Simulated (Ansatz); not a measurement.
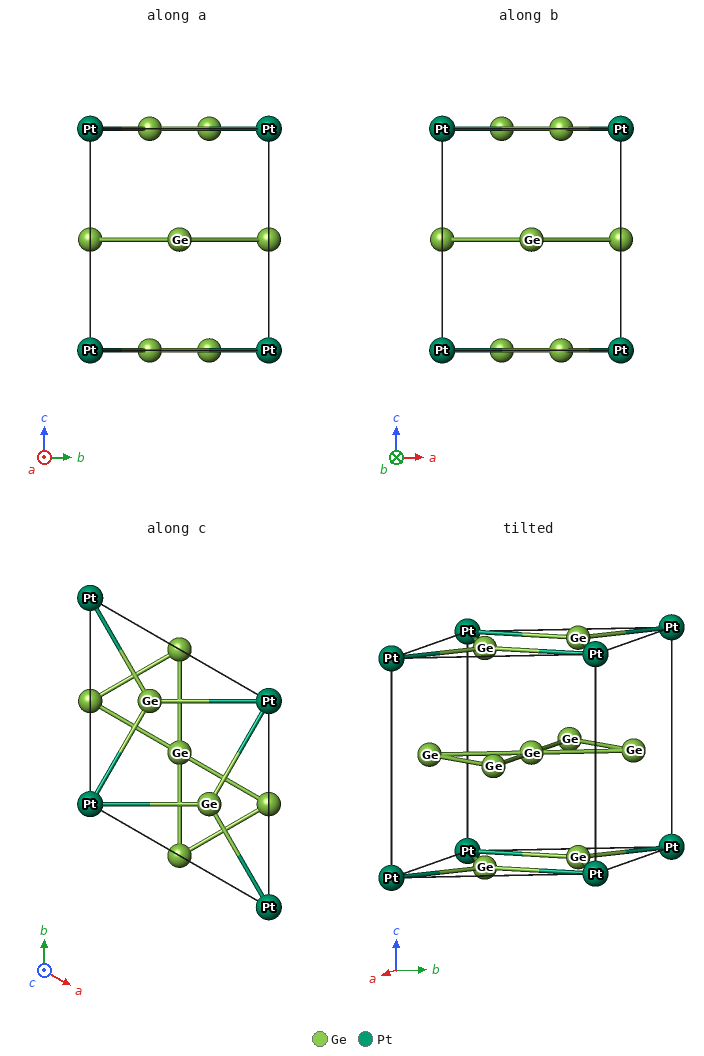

The figure gives a ball-and-stick picture of the atoms, viewed along the a axis, along the b axis, along the c axis and slightly off an axis. The box is the conventional unit cell; atoms on or close to its faces, edges and corners are drawn wherever they repeat.

Lattice parameters: a = 5.066 Å, b = 5.066 Å, c = 5.445 Å, α = 90.00°, β = 90.00°, γ = 120.00°. Put a along x and b in the xy plane.

> Give the structure in the form of a POSCAR file.

```
Ge Pt
1.0
     5.066    0.000    0.000
    -2.533    4.387    0.000
     0.000    0.000    5.445
Ge Pt
5 1
Direct
  0.3333 0.6667 0.0000
  0.6667 0.3333 0.0000
  0.5000 0.0000 0.5000
  0.5000 0.5000 0.5000
  0.0000 0.5000 0.5000
  0.0000 0.0000 0.0000
```

The cell started as a structure type filled with these elements by a generator (whether the compound takes this form wasn't checked). The structure drawn was relaxed with DFT PBE, scalar-relativistic, plane waves, PAW in Ansatz.
